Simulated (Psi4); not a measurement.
**GeH2ClO (SMILES [O][GeH2][Cl]) at UHF/def2-SVPD**

Aim: the vertical ionisation energy of GeH2ClO at UHF/def2-SVPD, from 2 runs. 

The calculation is run with Psi4 1.11.

1 further run of the same task is left out (set aside as unsound or not needed).

### Step 1. The molecule

The species is GeH2ClO (5 atoms), meant as a doublet with charge 0. SMILES: `[O][GeH2][Cl]`. The shape is that of a PBE0-D4/def2-TZVP optimisation.

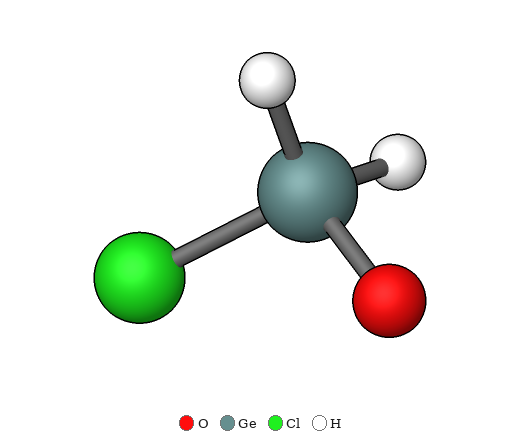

Viewed from a chosen angle; oxygen red, germanium teal, chlorine green, hydrogen white.

### Step 2. Energy and forces at UHF/def2-SVPD

clgeh2o.dat

```
memory 2200 MB

molecule {
  0 2
  O     -0.51476140    -1.11833992     3.07174982
  Ge     0.23375912    -0.15344576    -0.06519555
  Cl    -2.54565006     2.43793567    -1.47190768
  H      0.15306782    -2.53941397    -1.69886379
  H      2.76769288     1.23399116     0.08579357
  units bohr
  symmetry c1
}

set globals {
  basis def2-SVPD
  reference uhf
  puream true
  e_convergence 1e-09
  d_convergence 1e-08
  scf_type pk
  maxiter 100
}

e_tot, wfn = gradient('scf', return_wfn=True)
oeprop(wfn, 'MAYER_INDICES', 'MULLIKEN_CHARGES', 'QUADRUPOLE')
```

On the command line:

```sh
psi4 -i clgeh2o.dat -o clgeh2o.out -n 1
```

clgeh2o.out:

```text
[...]
  Running in c1 symmetry.
[...]
  Nuclear repulsion =  264.047620417348696
[...]
  Multiplicity = 2
[...]
  Nalpha       = 30
  Nbeta        = 29
[...]
    Number of basis functions: 104
[...]
   @UHF iter   1: -2609.18781372136345   -3.25327e+00   2.05429e-02 ADIIS/DIIS
[...]
   @UHF iter  16: -2610.44466017161039   -5.45697e-12   9.48157e-09 DIIS
[...]
   @S^2 Observed:                7.586019390E-01
[...]
    Orbital Energies [Eh]
    ---------------------
    Alpha Occupied:
       1A   -405.276010     2A   -104.807283     3A    -52.199437
       4A    -46.301456     5A    -46.300931     6A    -46.300508
       7A    -20.636831     8A    -10.568232     9A     -8.042776
      10A     -8.040274    11A     -8.040236    12A     -7.257925
      13A     -5.237807    14A     -5.236336    15A     -5.234512
      16A     -1.717938    17A     -1.713779    18A     -1.709546
      19A     -1.706950    20A     -1.706541    21A     -1.341561
      22A     -1.096748    23A     -0.747643    24A     -0.674267
      25A     -0.589608    26A     -0.584233    27A     -0.535282
      28A     -0.509938    29A     -0.473890    30A     -0.461088
    Alpha Virtual:
[...]
  @UHF Final Energy: -2610.44466017161039
   => Energetics <=
    Nuclear Repulsion Energy =            264.0476204173486963
    One-Electron Energy =               -4159.8549760473706556
    Two-Electron Energy =                1285.3626954584117357
    Total Energy =                      -2610.4446601716099394
  UHF NO Occupations:
  HONO-2 :   28  A 1.9989367
  HONO-1 :   29  A 1.9979929
[...]
  -Total Gradient:
     Atom            X                  Y                   Z
    ------   -----------------  -----------------  -----------------
       1        0.002048032367     0.000588380505    -0.004241667230
       2       -0.012105716151     0.006280120373     0.004417328768
       3        0.005814694304    -0.004953605782     0.001960422569
       4        0.000260096529    -0.003641889318    -0.002336166329
       5        0.003982892958     0.001726994231     0.000200082215
[...]
 Multipole Moments:
 ------------------------------------------------------------------------------------
     Multipole            Electronic (a.u.)      Nuclear  (a.u.)        Total (a.u.)
 ------------------------------------------------------------------------------------
 L = 1.  Multiply by 2.5417464519 to convert [e a0] to [Debye]
 Dipole X            :          1.9013064           -1.1800896            0.7212167
 Dipole Y            :         -1.1082821            0.8482108           -0.2600713
 Dipole Z            :         -0.4430075           -0.0640067           -0.5070142
 Magnitude           :                                                    0.9191595
 L = 2.  Multiply by 1.3450342976 to convert [e a0^2] to [Debye ang]
 Quadrupole XX       :       -125.4466523           98.5465365          -26.9001158
 Quadrupole XY       :         83.1163650          -82.5578139            0.5585512
[...]
  Mulliken Charges: (a.u.)
   Center  Symbol    Alpha    Beta     Spin     Total
       1     O     4.93043  3.87196  1.05847 -0.80239
       2    GE    15.08419 15.19556 -0.11137  1.72025
       3    CL     8.80086  8.80290 -0.00204 -0.60376
       4     H     0.59226  0.56479  0.02747 -0.15704
       5     H     0.59227  0.56479  0.02748 -0.15706
   Total alpha = 30.00000, Total beta = 29.00000, Total charge =  0.00000
  Mayer Bond Indices:
  Total Bond Index:
[...]
```

It took 25 s on 1 thread of Intel Xeon Platinum 8259CL at 2.50GHz (Skylake/Cascade Lake), shared host; peak memory 0.43 GiB.

### Step 3. The singlet cation at the same level

input.json

```json
{
  "schema_name": "qcschema_input",
  "schema_version": 1,
  "molecule": {
    "schema_name": "qcschema_molecule",
    "schema_version": 2,
    "symbols": ["O", "Ge", "Cl", "H", "H"],
    "geometry": [-0.5147614, -1.11833992, 3.07174982, 0.23375912, -0.15344576, -0.06519555, -2.54565006, 2.43793567, -1.47190768, 0.15306782, -2.53941397, -1.69886379, 2.76769288, 1.23399116, 0.08579357],
    "molecular_charge": 1,
    "molecular_multiplicity": 1,
    "fix_symmetry": "c1"
  },
  "driver": "gradient",
  "model": {
    "method": "scf",
    "basis": "def2-SVPD"
  },
  "keywords": {
    "reference": "rhf",
    "puream": true,
    "e_convergence": 1e-09,
    "d_convergence": 1e-08,
    "scf_type": "pk",
    "scf_properties": ["MULLIKEN_CHARGES", "LOWDIN_CHARGES", "DIPOLE"]
  }
}
```

On the command line:

```sh
psi4 --qcschema input.json -n 1 --memory 2200MB
```

stdout, cut to the lines that bear on the results:

```text
[...]
  Running in c1 symmetry.
[...]
  Nuclear repulsion =  264.047620417348696
[...]
  Multiplicity = 1
[...]
  Nalpha       = 29
  Nbeta        = 29
[...]
    Number of basis functions: 104
[...]
   @RHF iter   1: -2608.71560901448674   -2.78107e+00   2.05407e-02 DIIS/ADIIS
[...]
   @RHF iter  15: -2609.93936132018280   -1.36424e-11   7.52670e-09 DIIS
[...]
  @RHF Final Energy: -2609.93936132018280
   => Energetics <=
    Nuclear Repulsion Energy =            264.0476204173486963
    One-Electron Energy =               -4144.6994596247659501
    Two-Electron Energy =                1270.7124778872343995
    Total Energy =                      -2609.9393613201827975
[...]
 Multipole Moments:
 ------------------------------------------------------------------------------------
     Multipole            Electronic (a.u.)      Nuclear  (a.u.)        Total (a.u.)
 ------------------------------------------------------------------------------------
 L = 1.  Multiply by 2.5417464519 to convert [e a0] to [Debye]
 Dipole X            :          2.2439111           -1.1800896            1.0638215
 Dipole Y            :         -1.9556996            0.8482108           -1.1074888
 Dipole Z            :          0.8469692           -0.0640067            0.7829624
 Magnitude           :                                                    1.7237395
[...]
  Mulliken Charges: (a.u.)
   Center  Symbol    Alpha    Beta     Spin     Total
       1     O     4.08771  4.08771  0.00000 -0.17542
       2    GE    15.16657 15.16657  0.00000  1.66686
       3    CL     8.73240  8.73240  0.00000 -0.46479
       4     H     0.50666  0.50666  0.00000 -0.01333
       5     H     0.50666  0.50666  0.00000 -0.01332
   Total alpha = 29.00000, Total beta = 29.00000, Total charge =  1.00000
  Lowdin Charges: (a.u.)
   Center  Symbol    Alpha    Beta     Spin     Total
       1     O     3.95659  3.95659  0.00000  0.08682
[...]
  -Total Gradient:
     Atom            X                  Y                   Z
    ------   -----------------  -----------------  -----------------
       1        0.007411502214     0.018422082648    -0.049818961017
       2        0.001144095538    -0.042190243022     0.087513635452
       3       -0.007588857385     0.010407983349    -0.010883017026
       4        0.000721240780     0.008420603995    -0.012580025603
       5       -0.001687981143     0.004939573037    -0.014231631815
[...]
```

The result, in JSON:

```text
{
 "driver": "gradient",
 "model": {
  "method": "scf",
  "basis": "def2-SVPD"
 },
 "success": true,
 "return_result": [0.007411502213731318, 0.018422082647803616, -0.04981896101650654, 0.0011440955379808312, -0.04219024302215783, 0.0875136354520843, -0.007588857384655562, 0.010407983349259464, -0.010883017026282929, 0.0007212407797740211, 0.008420603995189763, -0.012580025602973666, -0.0016879811432078395, 0.004939573037452627, -0.014231631815189119],
 "properties": {
  "calcinfo_nbasis": 104,
  "calcinfo_nmo": 104,
  "calcinfo_nalpha": 29,
  "calcinfo_nbeta": 29,
  "calcinfo_natom": 5,
  "nuclear_repulsion_energy": 264.0476204173487,
  "return_energy": -2609.939361320183,
  "return_gradient": [0.007411502213731318, 0.018422082647803616, -0.04981896101650654, 0.0011440955379808312, -0.04219024302215783, 0.0875136354520843, -0.007588857384655562, 0.010407983349259464, -0.010883017026282929, 0.0007212407797740211, 0.008420603995189763, -0.012580025602973666, -0.0016879811432078395, 0.004939573037452627, -0.014231631815189119],
  "scf_one_electron_energy": -4144.699459624766,
  "scf_two_electron_energy": 1270.7124778872344,
  "scf_dipole_moment": [1.063821503132822, -1.1074887889700082, 0.7829624234846201],
  "scf_total_energy": -2609.939361320183,
  "scf_total_gradient": [0.007411502213731318, 0.018422082647803616, -0.04981896101650654, 0.0011440955379808312, -0.04219024302215783, 0.0875136354520843, -0.007588857384655562, 0.010407983349259464, -0.010883017026282929, 0.0007212407797740211, 0.008420603995189763, -0.012580025602973666, -0.0016879811432078395, 0.004939573037452627, -0.014231631815189119],
  "scf_iterations": 15
 }
}
```

Wall time 19 s (1 thread of Intel Xeon Platinum 8259CL at 2.50GHz (Skylake/Cascade Lake), shared host); peak memory 0.43 GiB.

### Step 4. Results

At UHF/def2-SVPD:

| quantity | value |
| --- | --- |
| doublet GeH2ClO: total energy | -2610.44466 Eh |
| doublet GeH2ClO: dipole moment | 2.34 D |
| doublet GeH2ClO: HOMO energy (highest over α and β) | -12.55 eV |
| doublet GeH2ClO: LUMO energy (lowest over α and β) | 1.16 eV |
| doublet GeH2ClO: ⟨S²⟩ | 0.759 |
| doublet GeH2ClO: largest force on an atom | 0.737 eV/Å |
| singlet cation: total energy | -2609.93936 Eh |
| singlet cation: HOMO energy | -17.80 eV |
| singlet cation: LUMO energy | -10.70 eV |
| singlet cation: HOMO–LUMO gap | 7.10 eV |
| singlet cation: largest force on an atom | 4.996 eV/Å |
| vertical ionisation energy (to the singlet cation) | 13.750 eV |

What this shows: Removing an electron at fixed nuclei costs 13.75 eV (317 kcal/mol). The largest force (doublet GeH2ClO) is 0.74 eV/Å: the shape isn't a stationary point for this species at this level. Only the singlet of the ionised species was computed; a triplet could lie lower. Mulliken charges (doublet GeH2ClO) run from -0.80 on O1 to +1.72 on Ge2; in a basis this large or diffuse they mean little. Mulliken charges (singlet cation) run from -0.46 on Cl3 to +1.67 on Ge2; in a basis this large or diffuse they mean little.
